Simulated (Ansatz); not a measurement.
**revPBE/def2-SVPD (core potential) run of CH3In (SMILES C[In])**

What is the vertical electron affinity of CH3In at revPBE/def2-SVPD (core potential)? 

The results are computed with Ansatz 0.2.0.

46 further runs of the same task are left out: 5 that didn't finish, 41 set aside as unsound or not needed.

## (1) The structure to begin with

The species is CH3In (5 atoms), meant as a singlet with charge 0. As SMILES, `C[In]`. Geometry: relaxed at PBE0-D4/def2-TZVP.

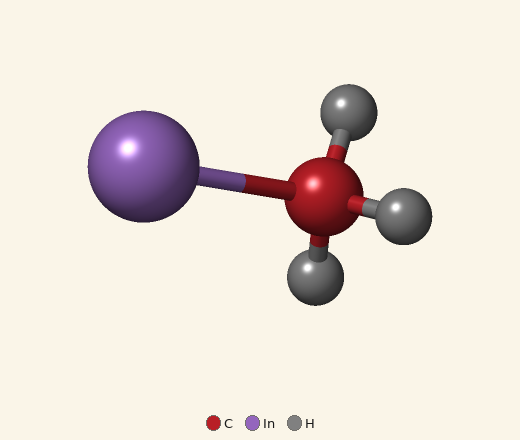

Viewed from a chosen angle; carbon red, indium purple, hydrogen grey.

## (2) The energy at revPBE/def2-SVPD (core potential)

Input file input.yaml:

```yaml
basis:
  gaussian: {orbitals: def2-SVPD}
crystal:
  periodic: [false, false, false]
  atoms:
    - {symbol: C, position_ang: [-0.182770, 0.073150, -0.070580]}
    - {symbol: In, position_ang: [1.772750, -0.709460, 0.684610]}
    - {symbol: H, position_ang: [-0.972960, -0.040920, 0.680150]}
    - {symbol: H, position_ang: [-0.502560, -0.460530, -0.972760]}
    - {symbol: H, position_ang: [-0.114460, 1.137770, -0.321410]}
hamiltonian: {xc: {name: revPBE}}
accuracy: high
output: {orbitals: {seedname: orbitals}}
```

On the command line:

```bash
ansatz run input.yaml --threads 1 --pin off --max-ram 3480MiB --events-out events.jsonl --progress --plain --runs-dir runs
```

The log of the run:

```text
Warning: RAYON_NUM_THREADS=1 ignored (pool sized by the plan → 1); use --threads N
Functional definition: revPBE
  name "revPBE"
  parameter kappa = 1.245
  parameter beta = 0.06672455060314922
  exchange = pbe_x(kappa = kappa, mu = beta*pi^2/3)
  correlation = pbe_c(beta = beta)
1696 factors; integrals over basis functions are off by at most 3.1e-9 eV
mean field evaluation 1: about -6250.5945 eV, gradient 5.9e1 eV
mean field evaluation 2: about -6201.5768 eV, gradient 1.1e2 eV
mean field evaluation 4: about -6259.6797 eV, gradient 6.4e0 eV
mean field evaluation 8: about -6259.8803 eV, gradient 5.7e-2 eV
mean field evaluation 16: about -6259.8803 eV, gradient 2.7e-6 eV
mean field -6259.88034535 eV, -230.0463595922 hartree, gradient 1.1e-8 eV, S^2 0.000000; 0 other end points of the search recorded, 0 dependent functions left out
reference -6259.88035006 eV, -230.0463597654 hartree; 15, 15 occupied and 61, 61 virtual orbitals, 1696 factors
Total energy: -6259.88035006 eV, -230.0463597654 hartree
```

Run time: 4.8 s. Hardware: 1 thread of Arm Neoverse V1, shared host; peak memory 0.18 GiB.

## (3) The doublet anion

Input file in.yaml:

```yaml
crystal:
  periodic: [false, false, false]
  atoms:
    - {symbol: C, position_ang: [-0.182770, 0.073150, -0.070580]}
    - {symbol: In, position_ang: [1.772750, -0.709460, 0.684610]}
    - {symbol: H, position_ang: [-0.972960, -0.040920, 0.680150]}
    - {symbol: H, position_ang: [-0.502560, -0.460530, -0.972760]}
    - {symbol: H, position_ang: [-0.114460, 1.137770, -0.321410]}
basis:
  gaussian:
    orbitals: def2-SVPD
total_charge: -1
magnetization:
  spin_polarized: true
  initial_magnetization: 1
hamiltonian:
  xc: {name: revPBE}
accuracy: high
output: {orbitals: {seedname: orbitals}}
```

On the command line:

```bash
ansatz run in.yaml --threads 1 --pin off --max-ram 3480MiB --events-out events.jsonl --progress --plain --runs-dir runs
```

The log of the run:

```text
Warning: RAYON_NUM_THREADS=1 ignored (pool sized by the plan → 1); use --threads N
[... 6 set-up lines as earlier in the session ...]
1697 factors; integrals over basis functions are off by at most 3.1e-9 eV
mean field evaluation 1: about -6258.3533 eV, gradient 1.5e1 eV
mean field evaluation 2: about -6256.6863 eV, gradient 2.3e1 eV
mean field evaluation 4: about -6259.6780 eV, gradient 3.3e-1 eV
mean field evaluation 8: about -6259.6741 eV, gradient 3.4e-2 eV
mean field evaluation 16: about -6259.6741 eV, gradient 3.3e-5 eV
mean field evaluation 32: about -6259.6741 eV, gradient 8.1e-8 eV
mean field evaluation 64: about -6259.6736 eV, gradient 1.7e-1 eV
mean field evaluation 96: about -6258.4821 eV, gradient 4.8e0 eV
mean field -6259.67409354 eV, -230.0387799782 hartree, gradient 1.1e-8 eV, S^2 0.754239; 8 other end points of the search recorded, 0 dependent functions left out
reference -6259.67409823 eV, -230.0387801503 hartree; 16, 15 occupied and 60, 61 virtual orbitals, 1697 factors
Total energy: -6259.67409823 eV, -230.0387801503 hartree
```

Wall time 87 s (1 thread of Arm Neoverse V1, shared host); peak memory 0.25 GiB.

## (4) Results

At revPBE/def2-SVPD (core potential):

```
                                         quantity          value
                      singlet CH3In: total energy  -230.04636 Eh
                       singlet CH3In: HOMO energy       -4.45 eV
                       singlet CH3In: LUMO energy       -2.04 eV
                     singlet CH3In: HOMO–LUMO gap        2.41 eV
                      doublet anion: total energy  -230.03878 Eh
doublet anion: HOMO energy (highest over α and β)        2.45 eV
 doublet anion: LUMO energy (lowest over α and β)        2.70 eV
                              doublet anion: ⟨S²⟩          0.754
vertical electron affinity (to the doublet anion)      -0.206 eV
```

**Reading.** The anion lies 0.21 eV (4.8 kcal/mol) above the neutral: the electron isn't bound at this level, and such a value depends on the basis. The HOMO (doublet anion) lies at positive energy, 2.45 eV, as semi-local functionals often give for anions; only total energies tell whether the electron is bound.
